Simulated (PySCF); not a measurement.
# SiBr (SMILES [Si]Br): levels of theory compared

Wanted: a comparison of 6 runs (U-r2SCAN/def2-TZVPPD, U-wB97X/def2-TZVPPD, UB3LYP/def2-TZVPPD, UBHLYP/def2-TZVPPD, UM06-2X/def2-TZVPPD, UM06-L/def2-TZVPPD) of SiBr. 

The calculation is run with PySCF 2.14.0.

1 further run of the same task is left out (set aside as unsound or not needed).

**1. The molecule**

SiBr has 2 atoms, charge 0, and is taken as a doublet. SMILES: `[Si]Br`. The shape is that of a GFN2-xTB optimisation.

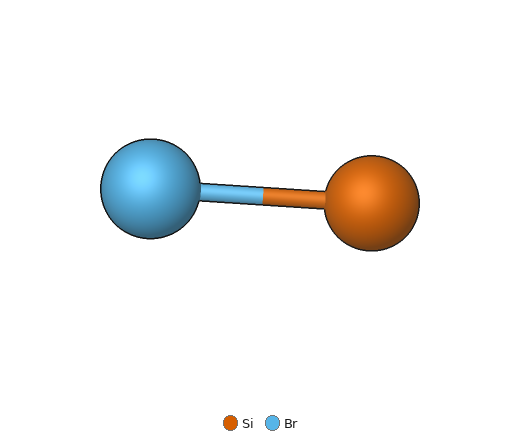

Viewed from a chosen angle; silicon orange, bromine blue.

**2. A single-point energy at U-r2SCAN/def2-TZVPPD (run 1)**

Contents of geometry.xyz:

```xyz
2

Si     0.000000     0.000000     0.000000
Br     0.000000     0.000000     2.342620
```

Contents of job.py:

```python
# bromosilane
from pyscf import gto, dft

mol = gto.M(
    atom='geometry.xyz',
    spin=1,
    basis='def2-tzvppd',
    charge=0,
    verbose=3,
    max_memory=1860,
)

myscf = dft.UKS(mol)
myscf.xc = 'r2scan'
myscf.grids.level = 5
myscf.conv_tol = 1e-10
myscf.kernel()
if not myscf.converged:
    myscf = myscf.newton().run(myscf.mo_coeff, myscf.mo_occ)

e_final = myscf.e_tot
print('Final energy', e_final)
```

The run is started by

```bash
$ OMP_NUM_THREADS=1 python job.py
```

Log:

```text
WARN: HOMO -0.128486595566571 >= LUMO -0.128486595566567

converged SCF energy = -2863.57866216191  <S^2> = 0.76109003  2S+1 = 2.0110595
Final energy -2863.578662161914
```

Wall time 36 s (1 thread of Arm Neoverse V2, shared host); peak memory 0.57 GiB.

**3. A single-point energy at U-wB97X/def2-TZVPPD (run 2)**

Contents of run.py:

```python
# bromosilane
from pyscf import gto, dft

system = gto.Mole()
system.atom = [
    ('Si', (0.000000, 0.000000, 0.000000)),
    ('Br', (0.000000, 0.000000, 2.342620)),
]
system.max_memory = 1860
system.basis = 'def2-tzvppd'
system.spin = 1
system.verbose = 4
system.build()

calc0 = dft.UKS(system)
calc0.xc = 'wb97x'
calc0.grids.level = 5
calc0.conv_tol = 1e-10
calc0.kernel()
if not calc0.converged:
    calc0 = calc0.newton().run(calc0.mo_coeff, calc0.mo_occ)

e_final = calc0.e_tot
print(f'total energy: {e_final:.8f} hartree')
```

The run is started by

```bash
$ OMP_NUM_THREADS=1 python run.py
```

Log:

```text
PySCF version 2.14.0

[INPUT] num. atoms = 2
[INPUT] num. electrons = 49
[INPUT] charge = 0
[INPUT] spin (= nelec alpha-beta = 2S) = 1
[INPUT] symmetry False subgroup None
[INPUT] Mole.unit = angstrom
[INPUT] Symbol           X                Y                Z      unit          X                Y                Z       unit  Magmom
[INPUT]  1 Si     0.000000000000   0.000000000000   0.000000000000 AA    0.000000000000   0.000000000000   0.000000000000 Bohr   0.0
[INPUT]  2 Br     0.000000000000   0.000000000000   2.342620000000 AA    0.000000000000   0.000000000000   4.426910213929 Bohr   0.0

nuclear repulsion = 110.68668130162
number of shells = 35
number of NR pGTOs = 181
number of NR cGTOs = 105
basis = def2-tzvppd
ecp = {}

[... 31 lines left out ...]
[... the frontier-level lines of each cycle are left out ...]
[... 3 lines left out ...]
[... 54 lines left out ...]
converged SCF energy = -2863.63902769651  <S^2> = 0.75662807  2S+1 = 2.0066171
total energy: -2863.63902770 hartree
```

It took 30 s on 1 thread of Arm Neoverse V2, shared host; peak memory 0.53 GiB.

Runs 3 to 5 aren't shown in full; the table further down has their settings and results.

**4. The energy at UM06-L/def2-TZVPPD (run 6)**

Contents of input.py:

```python
from pyscf import gto, dft

system = gto.M(
    atom='''
Si     0.000000     0.000000     0.000000
Br     0.000000     0.000000     4.426910
''',
    max_memory=1860,
    unit='bohr',
    verbose=4,
    basis='def2-tzvppd',
    spin=1,
)

mf = dft.UKS(system, xc='m06-l')
mf.grids.level = 5
mf.conv_tol = 1e-10
mf.kernel()
if not mf.converged:
    mf = mf.newton().run(mf.mo_coeff, mf.mo_occ)

etot = mf.e_tot
print('E = %.10f Eh' % etot)
```

The run is started by

```bash
$ OMP_NUM_THREADS=1 python input.py
```

Log:

```text
PySCF version 2.14.0

[INPUT] num. atoms = 2
[INPUT] num. electrons = 49
[INPUT] charge = 0
[INPUT] spin (= nelec alpha-beta = 2S) = 1
[INPUT] symmetry False subgroup None
[INPUT] Mole.unit = bohr
[INPUT] Symbol           X                Y                Z      unit          X                Y                Z       unit  Magmom
[INPUT]  1 Si     0.000000000000   0.000000000000   0.000000000000 AA    0.000000000000   0.000000000000   0.000000000000 Bohr   0.0
[INPUT]  2 Br     0.000000000000   0.000000000000   2.342619886794 AA    0.000000000000   0.000000000000   4.426910000000 Bohr   0.0

nuclear repulsion = 110.686686650508
number of shells = 35
number of NR pGTOs = 181
number of NR cGTOs = 105
basis = def2-tzvppd
ecp = {}

[... 32 lines left out ...]
[... the frontier-level lines of each cycle are left out ...]
[... 3 lines left out ...]
[... 46 lines left out ...]
converged SCF energy = -2863.51433793733  <S^2> = 0.75694888  2S+1 = 2.0069368
E = -2863.5143379373 Eh
```

Run time: 33 s. Hardware: 1 thread of Arm Neoverse V2, shared host; peak memory 0.57 GiB.

**5. Overview of the runs**

```tsv
run	level	energy (Eh)	dipole moment (D)	HOMO energy (eV)	LUMO energy (eV)	wall time
1	U-r2SCAN/def2-TZVPPD	-2863.578662	1.24	-4.74	-4.04	36 s
2	U-wB97X/def2-TZVPPD	-2863.639028	1.58	-7.67	-1.23	30 s
3	UB3LYP/def2-TZVPPD	-2863.672507	1.46	-5.20	-3.49	17 s
4	UBHLYP/def2-TZVPPD	-2863.617241	1.72	-6.38	-2.38	18 s
5	UM06-2X/def2-TZVPPD	-2863.641419	1.70	-6.21	-2.52	37 s
6	UM06-L/def2-TZVPPD	-2863.514338	1.16	-4.41	-3.83	33 s
```

**6. Summary of results**

| quantity | value |
| --- | --- |
| run 6: total energy | -2863.51434 Eh |
| run 6: dipole moment | 1.16 D |
| run 6: HOMO energy (highest over α and β) | -4.41 eV |
| run 6: LUMO energy (lowest over α and β) | -3.83 eV |
| run 6: ⟨S²⟩ | 0.757 |

**Reading.** The dipole moment (its size) runs from 1.16 D (UM06-L/def2-TZVPPD) to 1.72 D (UBHLYP/def2-TZVPPD). Totals of different functionals can't be ranked against each other. All runs together took 2.8 min, the longest 37 s.
